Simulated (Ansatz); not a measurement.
# YNbN2: a trial structure relaxed, part 2 of 2

Aim: relax a trial structure of YNbN2 and see where it ends.

Ansatz 0.2.0; DFT PBE, scalar-relativistic, plane waves, PAW.

## Step 4: Relaxation on the finer mesh

The end of the coarse run is made exact in the group found at a tolerance of 0.06 Å and reduced to its primitive cell.

File input.yaml:

```yaml
crystal:
  lattice:
    - [3.1227702659, 0.0, 0.0]
    - [-1.5613851329, 2.7043983804, 0.0]
    - [0.0, 0.0, 5.8921419104]
  atoms:
    - { symbol: "Y", position: [0.0, 0.0, 0.5] }
    - { symbol: Nb, position: [0.0, 0.0, 0.0] }
    - { symbol: "N", position: [0.3333333333, 0.6666666667, 0.7711645353] }
    - { symbol: "N", position: [0.3333333333, 0.6666666667, 0.2288354647] }
basis:
  ecutwfc: 420
kpoints:
  mp_grid: { grid: [18, 18, 8] }
hamiltonian:
  xc: pbe
scf:
  occupations: { method: gaussian, width: 0.1 }
output:
  forces: true
  stress: true
  eigenvalues: true
  write_density: true
  write_potential: true
  elf: true
  volumetric_format: npy
relax:
  adjacent_minimum: "off"
  f_tol: 0.01
  max_steps: 80
  cell: { stress_tol: 0.05 }
```

On the command line:

```bash
ansatz run input.yaml --threads 1 --pin off --max-ram 2560MiB --backend cpu --events-out ev --progress --plain --runs-dir out
```

The program printed:

```text
Warning: RAYON_NUM_THREADS=1 ignored (pool sized by the plan → 1); use --threads N
Engine: ansatz 0.2.0, x86_64-unknown-linux-gnu
Pseudopotentials: kind: paw
Pseudopotential: Y, paw, valence charge 11, recommended cutoff 420 eV (normal), Y.paw.azcp
Pseudopotential: Nb, paw, valence charge 13, recommended cutoff 420 eV (normal), Nb.paw.azcp
Pseudopotential: N, paw, valence charge 5, recommended cutoff 420 eV (normal), N.paw.azcp
Functional definition: PBE
  parameter kappa = 0.804
  parameter beta = 0.06672455060314922
  exchange = pbe_x(kappa = kappa, mu = beta*pi^2/3)
  correlation = pbe_c(beta = beta)
Crystal: 4 atoms, lattice volume = 49.760 Å³
Basis set: ecut = 420 eV, 943 PW (Γ), exchange–correlation on 48×48×80 points (8 copies of the dense FFT grid, shifted against one another)
Bands: 21, of which v1, the nominal top of the filled ones, is band 17 counted from 1 (16 counted from 0)
Symmetry: 12 space group operations
Space group: P-6m2 (ITA 187), of the structure as read, at distance tolerance 3.7e-5 Å
k-points: 185 of 2592 (time reversal used)
Non-local potential: Y, projectors of the file, l = 0: 3, l = 1: 2, l = 2: 2, l = 3: 1
Non-local potential: Nb, projectors of the file, l = 0: 3, l = 1: 2, l = 2: 2, l = 3: 1
Non-local potential: N, projectors of the file, l = 0: 2, l = 1: 2, l = 2: 1
PAW form: soft (Blöchl's): semilocal exchange-correlation on the pseudo side does not see the compensation charge
PAW one-centre angular grid: Y, 590 points (default); XC on 64 Gauss nodes
PAW one-centre angular grid: Nb, 590 points (default); XC on 64 Gauss nodes
PAW one-centre angular grid: N, 110 points (default); XC on 64 Gauss nodes
Initial density: superposition of atomic densities (neutral atoms: chi_scale 0, normalization atom), corrected by the library's trained network
Initial wavefunctions: pseudopotential atomic-orbital guess
Functional: x = pbe(κ = 0.804, μ = 0.2195149727645171), c = pbe(β = 0.06672455060314922)
SCF iter   1: F=—  HF=-9173.446038 eV  |F-HF|=—  |Δ(HF+E_count)|=         —  Δρ=1.63e-2  dr2=5.60e-1  ethr=1.77e-3  ⟨swp⟩=5.1  Hψ=17791  notcnv=0
preconditioner: auto → Kerker (q_TF=auto, 2.560 Å⁻¹)  [metal: Δε(μ)=0.052 eV  Ē_g=12.365 eV  σ=0.100 eV  W_gap=0.28  n_scr=22 (ndim 8)  ℏωp=25.8 eV  f_vac=0.000  D(μ)=0.40/eV (n_scr^D=2)]
SCF iter   2: F=—  HF=-9173.390370 eV  |F-HF|=—  |Δ(HF+E_count)|=   5.57e-2  Δρ=8.52e-3  dr2=1.34e-1  ethr=1.65e-3  ⟨swp⟩=1.0  Hψ=5373  notcnv=0
SCF iter   3: F=—  HF=-9173.376621 eV  |F-HF|=—  |Δ(HF+E_count)|=   1.37e-2  Δρ=2.49e-3  dr2=3.28e-3  ethr=3.93e-4  ⟨swp⟩=2.1  Hψ=4724  notcnv=0
SCF iter   4: F=—  HF=-9173.376718 eV  |F-HF|=—  |Δ(HF+E_count)|=   9.67e-5  Δρ=1.63e-3  dr2=2.09e-3  ethr=9.66e-6  ⟨swp⟩=2.0  Hψ=5542  notcnv=0
SCF iter   5: F=—  HF=-9173.376481 eV  |F-HF|=—  |Δ(HF+E_count)|=   2.37e-4  Δρ=5.05e-4  dr2=2.62e-4  ethr=6.14e-6  ⟨swp⟩=2.0  Hψ=5253  notcnv=0
SCF iter   6: F=—  HF=-9173.376506 eV  |F-HF|=—  |Δ(HF+E_count)|=   2.52e-5  Δρ=1.80e-4  dr2=6.88e-5  ethr=7.71e-7  ⟨swp⟩=2.2  Hψ=5453  notcnv=0
SCF iter   7: F=—  HF=-9173.376495 eV  |F-HF|=—  |Δ(HF+E_count)|=   1.18e-5  Δρ=2.68e-5  dr2=7.46e-7  ethr=2.02e-7  ⟨swp⟩=1.3  Hψ=3947  notcnv=0  defer=1
SCF iter   8: F=-9173.376495 eV  HF=-9173.376495 eV  |F-HF|=2.86e-8  |Δ(HF+E_count)|=   8.58e-8  Δρ=6.13e-6  dr2=5.12e-8  ethr=2.94e-10  ⟨swp⟩=9.1  Hψ=26374  notcnv=0
SCF 1 converged in 8 iterations: F = -9173.376495 eV  dr2 = 5.12e-8
relax step   1: F+E_penalty+E_count = -9173.37649475 eV  Δ(F+E_penalty+E_count) = +0.000e0 eV  max|allowed force component| = 3.581e-2 eV/Å  Δτ_max = 0.0000 Å  P = -0.009 GPa  Ω = 49.760 Å³  (8 SCF iters, dr2 threshold 1.00e-7 eV, accepted)
Crystal: 4 atoms, lattice volume = 49.788 Å³
Initial density: handed on by an earlier stage of this run
Initial wavefunctions: those handed on with the density
iter 1 solved again at ethr=5.90e-8 eV; its pass at ethr=3.10e-3 eV (dr2=2.01e-5 eV) is discarded
SCF iter   1: F=—  HF=-9173.376481 eV  |F-HF|=—  |Δ(HF+E_count)|=         —  Δρ=2.21e-4  dr2=2.16e-5  ethr=5.90e-8  ⟨swp⟩=2.0  Hψ=22469  notcnv=0
preconditioner: auto → Kerker (q_TF=auto, 2.560 Å⁻¹)  [metal: Δε(μ)=0.015 eV  Ē_g=12.455 eV  σ=0.100 eV  W_gap=0.08  n_scr=22 (ndim 8)  ℏωp=25.8 eV  f_vac=0.000  D(μ)=1.32/eV (n_scr^D=4)]
SCF iter   2: F=—  HF=-9173.376473 eV  |F-HF|=—  |Δ(HF+E_count)|=   7.72e-6  Δρ=1.33e-4  dr2=7.98e-6  ethr=5.90e-8  ⟨swp⟩=1.0  Hψ=3887  notcnv=0
SCF iter   3: F=—  HF=-9173.376473 eV  |F-HF|=—  |Δ(HF+E_count)|=   4.11e-7  Δρ=6.40e-5  dr2=2.28e-6  ethr=2.35e-8  ⟨swp⟩=2.0  Hψ=5210  notcnv=0
SCF iter   4: F=—  HF=-9173.376472 eV  |F-HF|=—  |Δ(HF+E_count)|=   4.17e-7  Δρ=1.36e-5  dr2=1.13e-7  ethr=6.70e-9  ⟨swp⟩=2.0  Hψ=5490  notcnv=0
SCF iter   5: F=-9173.376472 eV  HF=-9173.376472 eV  |F-HF|=2.86e-9  |Δ(HF+E_count)|=   1.00e-8  Δρ=5.12e-6  dr2=1.05e-8  ethr=2.36e-10  ⟨swp⟩=7.0  Hψ=21664  notcnv=0
SCF 2 converged in 5 iterations: F = -9173.376472 eV  dr2 = 1.05e-8
relax step   2: F+E_penalty+E_count = -9173.37647242 eV  Δ(F+E_penalty+E_count) = +2.233e-5 eV  max|allowed force component| = 1.272e-2 eV/Å  Δτ_max = 0.0026 Å  P = -0.075 GPa  Ω = 49.788 Å³  energy of the carried Pulay correction = -6.090e-5 eV  (5 SCF iters, dr2 threshold 8.01e-8 eV, accepted)
Crystal: 4 atoms, lattice volume = 49.758 Å³
iter 1 solved again at ethr=4.58e-8 eV; its pass at ethr=3.10e-3 eV (dr2=1.56e-5 eV) is discarded
SCF iter   1: F=—  HF=-9173.376568 eV  |F-HF|=—  |Δ(HF+E_count)|=         —  Δρ=1.55e-4  dr2=1.95e-5  ethr=4.58e-8  ⟨swp⟩=2.4  Hψ=22571  notcnv=0
preconditioner: auto → Kerker (q_TF=auto, 2.561 Å⁻¹)  [metal: Δε(μ)=0.010 eV  Ē_g=12.457 eV  σ=0.100 eV  W_gap=0.05  n_scr=22 (ndim 8)  ℏωp=25.8 eV  f_vac=0.000  D(μ)=1.34/eV (n_scr^D=4)]
SCF iter   2: F=—  HF=-9173.376559 eV  |F-HF|=—  |Δ(HF+E_count)|=   8.90e-6  Δρ=8.25e-5  dr2=4.21e-6  ethr=4.58e-8  ⟨swp⟩=1.8  Hψ=4200  notcnv=0
SCF iter   3: F=—  HF=-9173.376558 eV  |F-HF|=—  |Δ(HF+E_count)|=   9.61e-7  Δρ=4.11e-5  dr2=1.12e-6  ethr=1.24e-8  ⟨swp⟩=2.2  Hψ=5449  notcnv=0
SCF iter   4: F=-9173.376558 eV  HF=-9173.376558 eV  |F-HF|=2.84e-8  |Δ(HF+E_count)|=   2.57e-7  Δρ=1.07e-5  dr2=6.96e-8  ethr=2.14e-10  ⟨swp⟩=6.0  Hψ=24640  notcnv=0
SCF 3 converged in 4 iterations: F = -9173.376558 eV  dr2 = 6.96e-8
relax step   3: F+E_penalty+E_count = -9173.37655796 eV  Δ(F+E_penalty+E_count) = -8.553e-5 eV  max|allowed force component| = 5.786e-3 eV/Å  Δτ_max = 0.0002 Å  P = +0.015 GPa  Ω = 49.758 Å³  energy of the carried Pulay correction = +6.001e-6 eV  (4 SCF iters, dr2 threshold 7.27e-8 eV, accepted)
Crystal: 4 atoms, lattice volume = 49.763 Å³
iter 1 solved again at ethr=9.08e-9 eV; its pass at ethr=3.10e-3 eV (dr2=3.09e-6 eV) is discarded
SCF iter   1: F=—  HF=-9173.376566 eV  |F-HF|=—  |Δ(HF+E_count)|=         —  Δρ=7.43e-5  dr2=3.77e-6  ethr=9.08e-9  ⟨swp⟩=2.4  Hψ=22550  notcnv=0
preconditioner: auto → Kerker (q_TF=auto, 2.560 Å⁻¹)  [metal: Δε(μ)=0.014 eV  Ē_g=12.456 eV  σ=0.100 eV  W_gap=0.08  n_scr=22 (ndim 8)  ℏωp=25.8 eV  f_vac=0.000  D(μ)=1.32/eV (n_scr^D=4)]
SCF iter   2: F=—  HF=-9173.376560 eV  |F-HF|=—  |Δ(HF+E_count)|=   6.19e-6  Δρ=4.05e-5  dr2=9.09e-7  ethr=9.08e-9  ⟨swp⟩=1.2  Hψ=3928  notcnv=0
SCF iter   3: F=—  HF=-9173.376559 eV  |F-HF|=—  |Δ(HF+E_count)|=   1.74e-7  Δρ=1.06e-5  dr2=1.24e-7  ethr=2.67e-9  ⟨swp⟩=1.4  Hψ=4413  notcnv=0
SCF iter   4: F=-9173.376559 eV  HF=-9173.376559 eV  |F-HF|=7.86e-10  |Δ(HF+E_count)|=   1.82e-8  Δρ=3.30e-6  dr2=6.92e-9  ethr=1.16e-10  ⟨swp⟩=7.0  Hψ=21328  notcnv=0
SCF 4 converged in 4 iterations: F = -9173.376559 eV  dr2 = 6.92e-9
relax step   4: F+E_penalty+E_count = -9173.37655937 eV  Δ(F+E_penalty+E_count) = -1.413e-6 eV  max|allowed force component| = 8.526e-4 eV/Å  Δτ_max = 0.0004 Å  P = +0.005 GPa  Ω = 49.763 Å³  energy of the carried Pulay correction = -5.631e-6 eV  (4 SCF iters, dr2 threshold 3.96e-8 eV, accepted)
Initial wavefunctions: pseudopotential atomic-orbital guess (no wavefunctions were taken with the density)
iter 1 solved again at ethr=8.69e-9 eV; its pass at ethr=3.10e-3 eV (dr2=2.96e-6 eV) is discarded
SCF iter   1: F=—  HF=-9173.376569 eV  |F-HF|=—  |Δ(HF+E_count)|=         —  Δρ=3.54e-6  dr2=6.76e-9  ethr=8.69e-9  ⟨swp⟩=3.4  Hψ=29607  notcnv=0
preconditioner: auto → Kerker (q_TF=auto, 2.560 Å⁻¹)  [metal: Δε(μ)=0.013 eV  Ē_g=12.456 eV  σ=0.100 eV  W_gap=0.07  n_scr=22 (ndim 8)  ℏωp=25.8 eV  f_vac=0.000  D(μ)=1.32/eV (n_scr^D=4)]
SCF iter   2: F=—  HF=-9173.376563 eV  |F-HF|=—  |Δ(HF+E_count)|=   5.80e-6  Δρ=2.26e-6  dr2=3.91e-9  ethr=1.99e-11  ⟨swp⟩=2.0  Hψ=6607  notcnv=0
SCF iter   3: F=—  HF=-9173.376563 eV  |F-HF|=—  |Δ(HF+E_count)|=  4.91e-10  Δρ=1.14e-6  dr2=8.51e-10  ethr=1.15e-11  ⟨swp⟩=1.4  Hψ=4404  notcnv=0
SCF iter   4: F=-9173.376563 eV  HF=-9173.376563 eV  |F-HF|=7.28e-12  |Δ(HF+E_count)|=  1.82e-11  Δρ=4.87e-7  dr2=3.96e-11  ethr=1.00e-12  ⟨swp⟩=4.1  Hψ=19862  notcnv=0
SCF 5 converged in 4 iterations: F = -9173.376563 eV  dr2 = 3.96e-11
relax step   5: F+E_penalty+E_count = -9173.37656304 eV  Δ(F+E_penalty+E_count) = -3.669e-6 eV  max|allowed force component| = 8.505e-4 eV/Å  Δτ_max = 0.0000 Å  P = +0.005 GPa  Ω = 49.763 Å³  stress off target by 7.73e-3 GPa  SCF on the basis re-selected at this cell (its energy is not comparable with the rows above)  (4 SCF iters)
basis re-selected at this cell: Δ(F+E_penalty+E_count) = -3.669e-6 eV, ΔP = +0.000 GPa vs the last step (what re-selecting the basis moved, of the pressure what is left beyond the Pulay correction that the steps carried, after the strain that the cell walked since its last selection, with what the two solves' SCF thresholds leave and, on support functions, any second-order correction that the steps lacked; it is no measure of the basis error at this ecutwfc). This SCF's stress stands 7.73e-3 GPa from its target on what of the cell is left free (relax.cell.stress_tol is 5.00e-2 GPa) and its largest allowed force component is 8.51e-4 eV/Å (relax.f_tol is 1.00e-2 eV/Å): within both
SCF converged after 4 iterations
Free energy (F): -9173.376563 eV
Harris-Foulkes:  -9173.376563 eV  (|F-HF|=7.28e-12)
Internal energy: -9173.369968 eV  (E = F + TS)
E sigma→0 (E₀):  -9173.373265 eV
Entropy (-TS):   -0.006595 eV (-1.649 meV/atom)
Fermi energy:    16.150312 eV
--- Per-component energies (eV) ---
  E_band       = -75.028692
  E_kinetic    = 965.511499
  E_local      = -1440.716859  (includes V_loc(G=0)·N_el)
  E_nonlocal   = 258.578551
  E_hartree    = 454.399863
  E_xc         = -472.796294
  E_vxc        = -569.958214  (∫ρ·V_xc dr)
  E_paw        = -6152.023248  (= ΣΔE_a)
  E_vpaw       = -197.243615  (= ΣTr[D̂ρ^β])
  E_aug_tail   = 0.000191  (compensation charges beyond the density's cutoff)
  E_ewald      = -2786.323672
  E_smearing   = -0.006595  (= −TS)
  E_closure    = -0.000000  (closes the sum)
  Σ components = -9173.376563   (vs F -9173.376563, Δ=0.00e0)
--- Forces (eV/Å), atoms counted from 1 ---
  atom   1  Y     -0.00000000    -0.00000000    -0.00000000
  atom   2  Nb     0.00000000     0.00000000     0.00000000
  atom   3  N      0.00000000     0.00000000     0.00085054
  atom   4  N      0.00000000     0.00000000    -0.00085054
  max |Σ_I F_I| component: 9.58e-16 eV/Å
--- Stress (GPa, compression-positive) ---
        0.007727      -0.000000      -0.000000
       -0.000000       0.007727      -0.000000
       -0.000000      -0.000000      -0.001293
  P = ⅓ Tr σ = 0.0047 GPa (0.047 kbar)
--- Band table (eV; the first three rows and the last of 185) ---
  k-point 0: bands = ["-39.1313", "-26.2327", "-15.3068", "-14.9022", "-14.9022", "-6.4676", "-5.6620", "-5.6620", "0.7630", "3.0478", "9.5623", "12.5663", "12.5663", "13.4361", "13.4361", "13.9484", "14.8294", "17.3870", "17.3870", "18.8962", "19.2254"]
  k-point 1: bands = ["-39.1313", "-26.2331", "-15.3025", "-14.9022", "-14.9022", "-6.4874", "-5.6622", "-5.6622", "0.8436", "2.9449", "9.7089", "12.5840", "12.5840", "13.4285", "13.4285", "13.6705", "15.0760", "17.3915", "17.3915", "18.9359", "19.1834"]
  k-point 2: bands = ["-39.1313", "-26.2340", "-15.2921", "-14.9022", "-14.9022", "-6.5345", "-5.6627", "-5.6627", "1.0714", "2.6671", "10.1124", "12.6301", "12.6301", "13.0935", "13.4058", "13.4058", "15.6046", "17.4462", "17.4462", "18.7336", "18.9212"]
  k-point 184: bands = ["-39.0412", "-25.9566", "-15.4215", "-15.3331", "-15.1068", "-6.9538", "-6.7622", "-5.9875", "2.1055", "2.5273", "10.6485", "11.0389", "11.4030", "12.4387", "12.6094", "12.7499", "16.0824", "17.4251", "18.1648", "20.4712", "20.5859"]
--- Relaxed structure (4 steps of the walk, 4 accepted, 1 SCFs on fresh bases) ---
  F+E_penalty+E_count = -9173.37656304 eV   max|allowed force component| = 8.505e-4 eV/Å   (the final SCF, on the basis selected at the relaxed cell)
  cell:  # Å, volume = 49.7630 Å³
    - [3.122853152921788, -2.886838853450184e-11, 1.4519695046533713e-21]
    - [-1.5614265764358932, 2.7044701627330325, -7.259847523135983e-22]
    - [2.739622079950755e-21, 2.7766953071507654e-33, 5.892133574415279]
  atoms:
    - { symbol: Y, position: [5.527644635306725e-34, -2.775557561562892e-17, 0.5] }
    - { symbol: Nb, position: [1.5407439534919512e-33, -2.775557561562892e-17, 2.3001019598913e-21] }
    - { symbol: N, position: [0.33333333333333337, 0.6666666666666667, 0.7714888216053485] }
    - { symbol: N, position: [0.33333333333333337, 0.6666666666666667, 0.22851117839465152] }
```

Wall time 3.5 min (1 thread of Intel Xeon at 2.50GHz (Skylake/Cascade Lake), shared host); peak memory 0.54 GiB.

Step by step:

```csv
step,energy from step 1 (eV/cell),largest force component (eV/Å),pressure (GPa),volume (Å³)
1,0.0000,0.0358,-0.01,49.76
2,0.0000,0.0127,-0.07,49.79
3,-0.0001,0.0058,0.01,49.76
4,-0.0001,0.0009,0.00,49.76
5,-0.0001,0.0009,0.00,49.76
```

Step 1 is the start. Step 5 repeats the geometry before it on a plane-wave basis chosen anew for that cell, so its energy need not be comparable with the rows above.

|  | before | after | change |
| --- | --- | --- | --- |
| a (Å) | 3.123 | 3.123 | 0.0 % |
| b (Å) | 3.123 | 3.123 | 0.0 % |
| c (Å) | 5.892 | 5.892 | 0.0 % |
| volume (Å³/atom) | 12.44 | 12.44 | 0.0 % |
| shortest distance (Å) | 2.251 | 2.250 | 0.0 % |
| space group (0.01 Å) | P-6m2 | P-6m2 | same |

Forces and stress were held to the start's 12 operations: a distortion of lower symmetry was not tested.

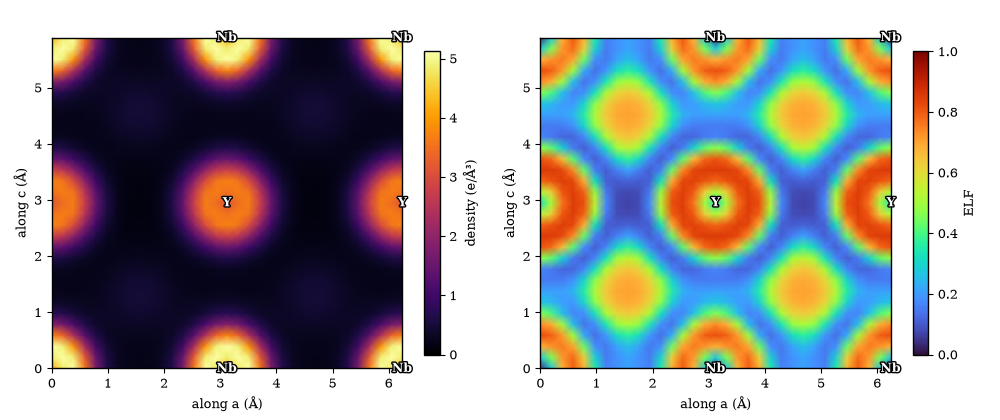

Density (left) and ELF (right) in a lattice plane of the grid's cell (edges 3.12 and 5.89 Å, at 1.000 of the third edge), which holds Y and Nb. Only atoms in the plane are labelled. Both are smooth fields of the valence electrons: close to the nuclei they are not physical.

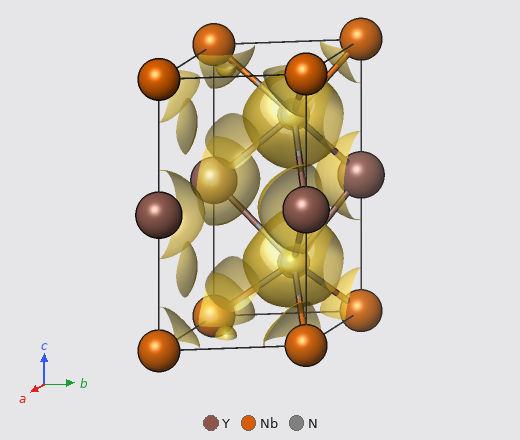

Surface of ELF = 0.52, drawn in one cell.

Maxima of ELF outside the ion cores: 0.83 in the shell around N, 0.7 Å from N; 0.58 between the atoms, 1.7 Å from Nb.

## Step 5: Variant: hubbard.sites [{species: Y, l: d, u_eff: 4.0}], hubbard.double_counting amf

File input.yaml:

```yaml
crystal:
  lattice:
    - [3.1228531529, 0.0, 0.0]
    - [-1.5614265764, 2.7044701627, 0.0]
    - [0.0, 0.0, 5.8921335744]
  atoms:
    - { symbol: "Y", position: [0.0, 0.0, 0.5] }
    - { symbol: Nb, position: [0.0, 0.0, 0.0] }
    - { symbol: "N", position: [0.3333333333, 0.6666666667, 0.7714888216] }
    - { symbol: "N", position: [0.3333333333, 0.6666666667, 0.2285111784] }
basis:
  ecutwfc: 420
kpoints:
  mp_grid: { grid: [18, 18, 8] }
hamiltonian:
  xc: pbe
  hubbard: { sites: [{ species: "Y", l: d, u_eff: 4.0 }], double_counting: amf }
scf:
  occupations: { method: gaussian, width: 0.1 }
output:
  forces: true
  eigenvalues: true
  stress: true
```

On the command line:

```bash
ansatz run input.yaml --threads 1 --pin off --max-ram 2560MiB --backend cpu --events-out ev --progress --plain --runs-dir out
```

The program printed, shortened:

```text
Warning: RAYON_NUM_THREADS=1 ignored (pool sized by the plan → 1); use --threads N
Y: projections on atomic orbitals take those of the free atom [Ar 3d10] 4s2 4p6 4d1 5s2, of charge +0.00 (hamiltonian.pseudopotentials.projection_atoms); the dataset's partial waves leave at most 3.7e-6 of an orbital's norm unspanned inside its sphere
Nb: projections on atomic orbitals take those of the free atom [Ar 3d10] 4s2 4p6 4d4 5s1, of charge +0.00 (hamiltonian.pseudopotentials.projection_atoms); the dataset's partial waves leave at most 4.9e-6 of an orbital's norm unspanned inside its sphere
N: projections on atomic orbitals take those of the free atom [He] 2s2 2p3, of charge +0.00 (hamiltonian.pseudopotentials.projection_atoms); the dataset's partial waves leave at most 9.3e-9 of an orbital's norm unspanned inside its sphere
[...]
Pseudopotentials: kind: paw
[...]
SCF iter   9: F=-9173.396188 eV  HF=-9173.396188 eV  |F-HF|=6.62e-10  |Δ(HF+E_count)|=   2.89e-7  Δρ=6.70e-6  dr2=2.45e-8  ethr=2.94e-10  ⟨swp⟩=5.5  Hψ=17118  notcnv=0
[...]
SCF converged after 9 iterations
Free energy (F): -9173.396188 eV
[...]
E sigma→0 (E₀):  -9173.393017 eV
Entropy (-TS):   -0.006342 eV (-1.586 meV/atom)
Fermi energy:    16.151356 eV
[...]
DFT+U double counting: amf (around mean field; hamiltonian.hubbard.double_counting)
--- Forces (eV/Å), atoms counted from 1 ---
  atom   1  Y      0.00000000     0.00000000     0.00000000
  atom   2  Nb     0.00000000    -0.00000000     0.00000000
  atom   3  N      0.00000000    -0.00000000     0.06428680
  atom   4  N      0.00000000    -0.00000000    -0.06428680
[...]
--- Stress (GPa, compression-positive) ---
        0.294085       0.000000       0.000000
       -0.000000       0.294085       0.000000
        0.000000       0.000000      -0.427076
  P = ⅓ Tr σ = 0.0537 GPa (0.537 kbar)
--- Band table (eV; the first three rows and the last of 185) ---
[... band rows left out ...]
[...]
Occupation matrices written to <dir>
```

Run time: 64 s. Hardware: 1 thread of Intel Xeon at 2.50GHz (Skylake/Cascade Lake), shared host; peak memory 0.67 GiB.

```
    run     ending                                                   energy change  pressure (GPa)  gap (eV)  force (eV/Å)  cycles     time
 step 4  converged                                                               0             0.0      0.00          0.00       -  3.5 min
variant  converged  -4.9 meV/atom (Hubbard term changed: no physical gain or loss)             0.1      0.00          0.06       9     64 s
```

Changing the Hubbard U and double counting of the Hubbard term moves the energy by -4.9 meV/atom, and the largest force goes from 0.00 to 0.06 eV/Å. The U term adds an energy of its own, so the shift says nothing about which run is better.

## Step 6: Outcome

What follows sums up all 2 parts. Changes of volume or cell count from the first structure of part 1.

| quantity | value |
| --- | --- |
| symmetry at the end (tolerance 0.05 Å) | space group P-6m2 (No. 187) |
| conventional cell | a = 3.123 Å, b = 3.123 Å, c = 5.892 Å, α = 90.00°, β = 90.00°, γ = 120.00° |
| volume | 12.44 Å³/atom |
| energy over the elements (uncorrected; H, N, O, F and Cl as molecules) | -1.10 eV/atom |
| gap on the mesh | none (metal) |

In words: The space group P-6m2 (No. 187) is kept, and the volume per atom shrinks by 28.3 % from the first guess. It lies below the elements, which doesn't yet make it stable: competing phases were not computed in this session. No finished test with a distortion of lower symmetry is shown, so the end may be a saddle point. Other magnetic orders were not searched.
